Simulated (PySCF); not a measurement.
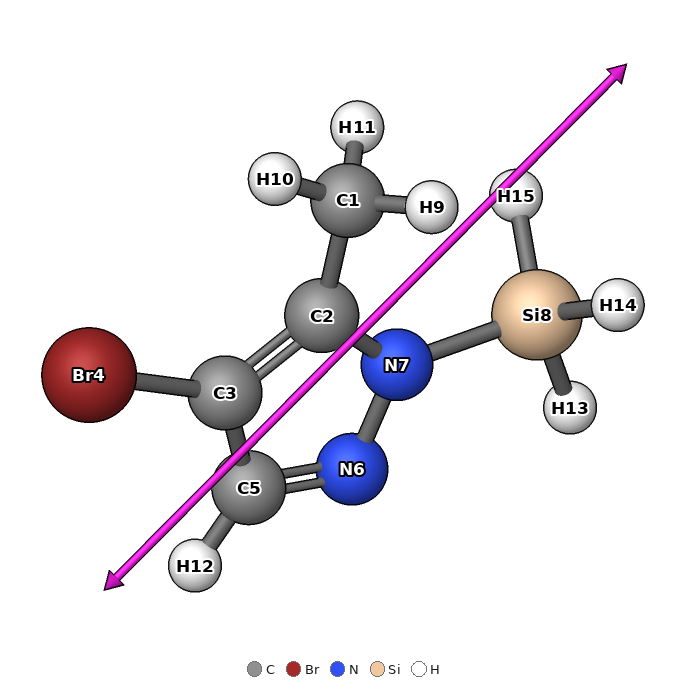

The double arrow shows the direction of the transition dipole to excited singlet state 2 (its length means nothing). Computed geometry: GFN2-xTB optimisation. No frequency run is at hand to confirm it as a minimum. Properties computed with TDDFT CAM-B3LYP/def2-SVPD, vertical, gas phase, core orbitals frozen in the response (PySCF 2.14.0).

How is the transition polarised?

Nearly parallel to the C2–C3 bond.

Give its energy, strength and character.

6.15 eV (201 nm), oscillator strength 0.12, mainly HOMO → LUMO+2 (weight 0.89); transition dipole 2.28 D.

The geometry is semi-empirical. Around Br, Si such bond lengths and angles can be off by a tenth of an ångström or more and by several degrees, and values that hang on the shape move with them.
